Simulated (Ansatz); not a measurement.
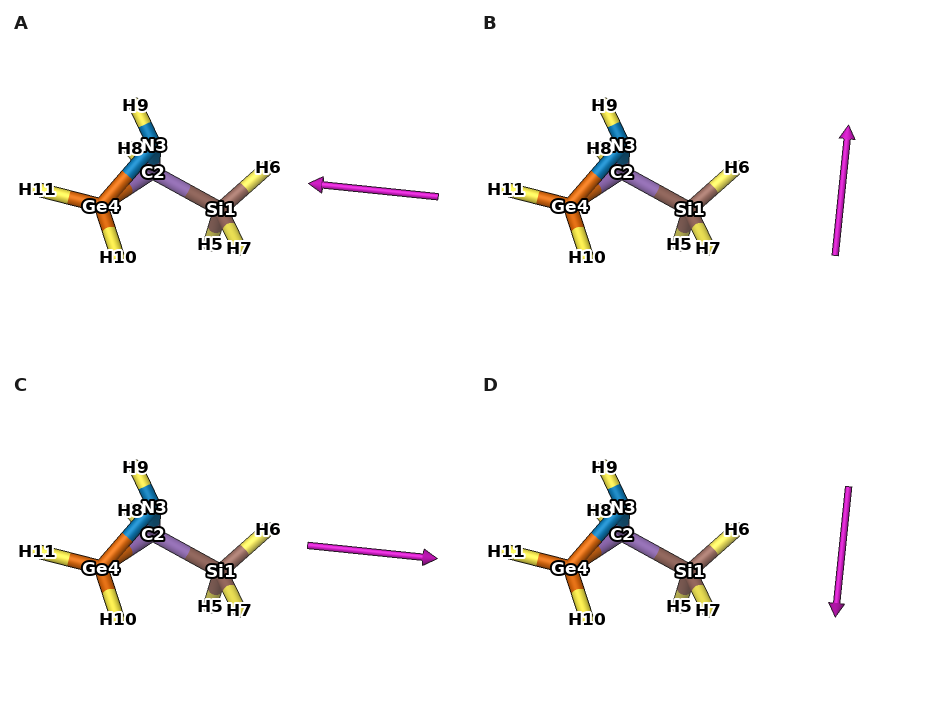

The same molecule four times, each with an arrow. The computed structure is the end point of a PBE0-D4/def2-TZVP optimisation. Level of theory: RKS PBE0-D4/def2-TZVP (Ansatz 0.2.0).

### Which arrow points along the dipole moment, from the negative to the positive end?

A. The dipole moment is 2.16 D; it points from the side of H6 to the side of H11 (the outermost atoms at the two ends).
